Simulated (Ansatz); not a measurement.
Breaking a bond: AlO (cation, charge +1), lowest triplet found (which spin is the ground state isn't settled by this scan).

Levels: UKS-PBE0 = unrestricted PBE0/cc-pVDZ run with Ansatz (a program for electronic structure); UKS-CAM-B3LYP = unrestricted CAM-B3LYP/cc-pVDZ run with Ansatz; UKS-PBE = Ansatz with unrestricted PBE/cc-pVDZ; FCI = full CI/cc-pVDZ, frozen core (Ansatz).

Cost and accuracy over the 12 points of the scan, with FCI as yardstick. Costs are rough ratios of core time within Ansatz on shared cores, each with its mean field (Kohn-Sham runs search longer for lower solutions than correlated ones do); the miss is the largest error against full CI of the curve after the mean shift, in kcal/mol.

Q: Which is the cheapest of these levels that stays within 4.1 kcal/mol of FCI?

A: UKS-PBE.

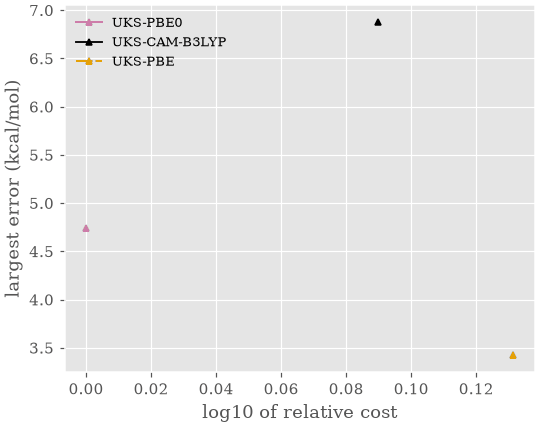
Miss against cost, one point a level.

```csv
level,relative cost,largest error
UKS-PBE0,1,4.7
UKS-CAM-B3LYP,1,6.9
UKS-PBE,1,3.4
```

Costs within a factor of two of each other count as equal.

The scan ran from 1.35 to 6.40 Å; beyond the distances shown full CI changes its symmetry label.
